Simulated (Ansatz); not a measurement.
**FH5NSi2 (charge +1): density, localisation and related maps**

```xyz
9

N     0.3364    1.4402   -0.3657
Si   -0.1186   -0.2091   -1.4956
F     0.9440   -1.2421   -0.1868
Si   -0.7517   -1.4459    0.4115
H     0.8257    1.2159    0.5118
H    -0.4889    2.0006   -0.1126
H     0.9591    2.0649   -0.8948
H    -0.6785   -0.9263    1.8021
H    -1.0276   -2.8983    0.3301
```

Computed with RKS B3LYP-D4/def2-SVP (Ansatz).

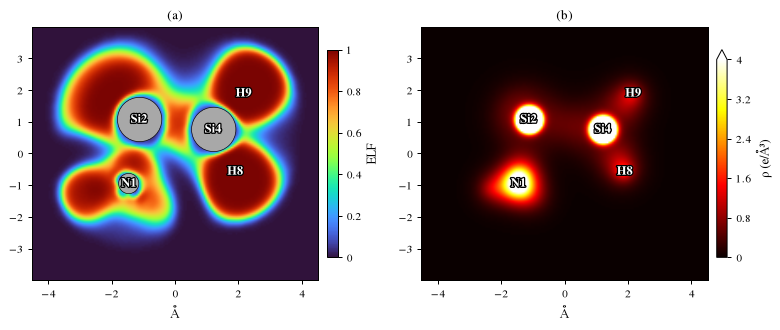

Figure 1. (a) ELF; (b) total electron density on the plane of atoms N1, Si2 and Si4. Grey discs cover the atomic cores in the ELF map.

Read the bonding off the picture.

Answer. The section cuts through N, Si and H sites.
Si–N (2.05 Å): the density is about 0.59 e/Å³ at the midpoint, with its minimum of 0.46 e/Å³ about 0.8 Å from Si; the ELF peaks at about 0.95 between the atoms, as expected for a shared but strongly polarised pair.
Si–Si (2.36 Å): ρ at the midpoint is about 0.55 e/Å³; the ELF peaks at about 0.90 between the atoms: a shared electron pair.
Si–H (1.48 Å): ρ at the midpoint is about 0.8 e/Å³; the ELF climbs to about 1 towards the hydrogen, as it does in any bond to H.
The ELF also peaks beside Si2, away from the bonds: lone-pair regions.

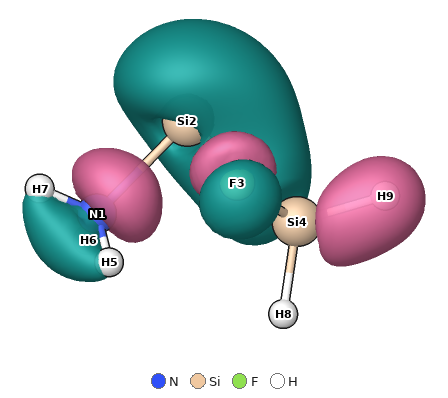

Figure 2. The HOMO−1 at ±0.1 Å⁻³ᐟ² (teal and pink are the two phases), seen at a tilt.

Where does this orbital lie, and at what energy?

Answer. It lies mainly on Si2 (about 50 %), Si4 (about 15 %), N1 (about 15 %) and F3 (about 15 %). Its energy is −13.93 eV.

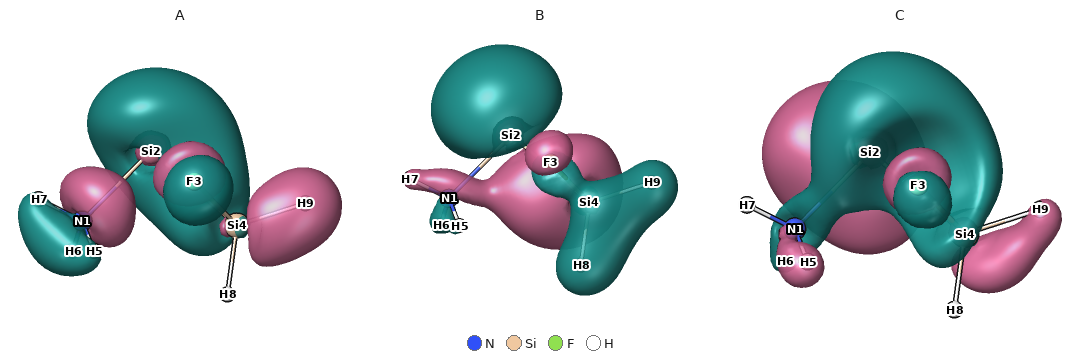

Figure 3. Three frontier orbitals at ±0.08 Å⁻³ᐟ² (teal and pink are the two phases), in no order.

Which picture is the HOMO−1, the HOMO and the LUMO?

Answer. A is the HOMO−1 (−13.93 eV). By Hirshfeld shares it lies mainly on Si2 (about 50 %), Si4 (about 15 %), N1 (about 15 %) and F3 (about 15 %). B is the HOMO (−11.44 eV). Its weight (Hirshfeld) is mainly on Si2 (about 55 %) and Si4 (about 30 %). C is the LUMO (−6.58 eV). By Hirshfeld shares it lies mainly on Si2 (about 65 %), Si4 (about 15 %) and F3 (about 10 %).

What is the HOMO–LUMO gap?

Answer. 4.86 eV between the orbital energies.
